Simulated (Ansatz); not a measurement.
# [BCl2]+ (SMILES Cl[B+]Cl): B3LYP/6-31G(d) (Cartesian functions)

Aim: the vertical singlet–triplet gap of [BCl2]+ at B3LYP/6-31G* (Cartesian functions), from 2 runs. 

Program for the calculation: Ansatz 0.2.0.

6 further runs of the same task are left out: 6 that didn't finish.

### 1 The structure to begin with

The species is [BCl2]+ (3 atoms), meant as a singlet with charge +1. As SMILES, `Cl[B+]Cl`. Geometry: relaxed at PBE0-D4/def2-TZVP.

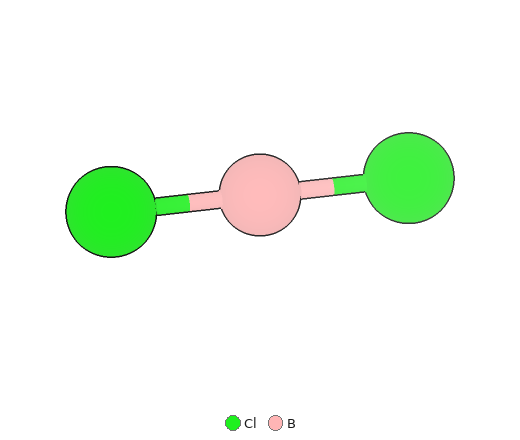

Viewed from a chosen angle; chlorine green, boron pink.

### 2 A single-point energy at B3LYP/6-31G(d) (Cartesian functions)

Input file molecule.yaml:

```yaml
crystal:
  periodic: [false, false, false]
  atoms:
    - symbol: Cl
      position_ang: [-1.267920, 0.785680, -0.605300]
    - symbol: B
      position_ang: [0.000010, 0.000020, 0.000000]
    - symbol: Cl
      position_ang: [1.267910, -0.785700, 0.605290]
basis:
  gaussian: {orbitals: "6-31G*"}
output: {orbitals: {seedname: orbitals}}
accuracy: high
hamiltonian: {xc: {name: B3LYP}}
total_charge: 1
```

Run with:

```console
$ ansatz run molecule.yaml --threads 1 --pin off --max-ram 3480MiB --events-out events.jsonl --progress --plain --runs-dir runs
```

The log of the run:

```text
Warning: RAYON_NUM_THREADS=1 ignored (pool sized by the plan → 1); use --threads N
Functional definition: B3LYP
  name "B3LYP"
  parameter a0 = 0.2
  parameter ax = 0.72
  parameter ac = 0.81
  exchange = (1 - a0 - ax)*slater_x + ax*b88_x + a0*exact_x
  correlation = (1 - ac)*vwn_rpa_c + ac*lyp_c
938 factors; integrals over basis functions are off by at most 3.3e-9 eV
mean field evaluation 1: about -25712.7895 eV, gradient 2.1e1 eV
mean field evaluation 2: about -25713.2252 eV, gradient 1.7e1 eV
mean field evaluation 4: about -25713.9337 eV, gradient 4.6e-1 eV
mean field evaluation 8: about -25713.9768 eV, gradient 9.0e-3 eV
mean field evaluation 16: about -25713.9768 eV, gradient 1.2e-7 eV
mean field -25713.97678309 eV, -944.9712172191 hartree, gradient 1.5e-8 eV, S^2 0.000000; 0 other end points of the search recorded, 0 dependent functions left out
reference -25713.97681323 eV, -944.9712183267 hartree; 19, 19 occupied and 34, 34 virtual orbitals, 938 factors
Total energy: -25713.97681323 eV, -944.9712183267 hartree
```

Run time: 1.3 s. Hardware: 1 thread of Intel Xeon 6975P-C (Granite Rapids), shared host; peak memory 0.14 GiB.

### 3 The triplet, same level

Input file job.yaml:

```yaml
basis:
  gaussian: {orbitals: "6-31G*"}
crystal:
  periodic: [false, false, false]
  atoms:
    - {symbol: Cl, position_ang: [-1.267920, 0.785680, -0.605300]}
    - {symbol: B, position_ang: [0.000010, 0.000020, 0.000000]}
    - {symbol: Cl, position_ang: [1.267910, -0.785700, 0.605290]}
magnetization: {spin_polarized: true, initial_magnetization: 2}
accuracy: high
hamiltonian: {xc: {name: B3LYP}}
total_charge: 1
output: {orbitals: {seedname: orbitals}}
```

Run with:

```console
$ ansatz run job.yaml --threads 1 --pin off --max-ram 3480MiB --events-out events.jsonl --progress --plain --runs-dir runs
```

The log of the run, shortened:

```text
Warning: RAYON_NUM_THREADS=1 ignored (pool sized by the plan → 1); use --threads N
[... 7 set-up lines as earlier in the session ...]
938 factors; integrals over basis functions are off by at most 3.3e-9 eV
mean field evaluation 1: about -25706.0599 eV, gradient 1.5e1 eV
mean field evaluation 2: about -25706.2358 eV, gradient 1.4e1 eV
mean field evaluation 4: about -25707.3353 eV, gradient 4.4e-1 eV
mean field evaluation 8: about -25707.3913 eV, gradient 1.5e-2 eV
mean field evaluation 16: about -25707.5720 eV, gradient 2.3e0 eV
mean field evaluation 32: about -25707.6913 eV, gradient 4.4e-3 eV
mean field evaluation 64: about -25706.8327 eV, gradient 4.3e0 eV
mean field -25707.69130524 eV, -944.7402301685 hartree, gradient 3.0e-8 eV, S^2 2.004622; 6 other end points of the search recorded, 0 dependent functions left out
reference -25707.69133459 eV, -944.7402312472 hartree; 20, 18 occupied and 33, 35 virtual orbitals, 938 factors
Total energy: -25707.69133459 eV, -944.7402312472 hartree
```

Run time: 26 s. Hardware: 1 thread of Intel Xeon 6975P-C (Granite Rapids), shared host; peak memory 0.24 GiB.

### 4 Summary of results

At B3LYP/6-31G* (Cartesian functions):

```
                                        quantity          value
                           singlet: total energy  -944.97122 Eh
                            singlet: HOMO energy      -16.78 eV
                            singlet: LUMO energy       -8.51 eV
                          singlet: HOMO–LUMO gap        8.28 eV
                           triplet: total energy  -944.74023 Eh
     triplet: HOMO energy (highest over α and β)      -10.52 eV
                                   triplet: ⟨S²⟩          2.005
vertical energy of the triplet above the singlet       6.285 eV
```

At this shape the triplet lies 6.29 eV (606 kJ/mol) above the singlet.
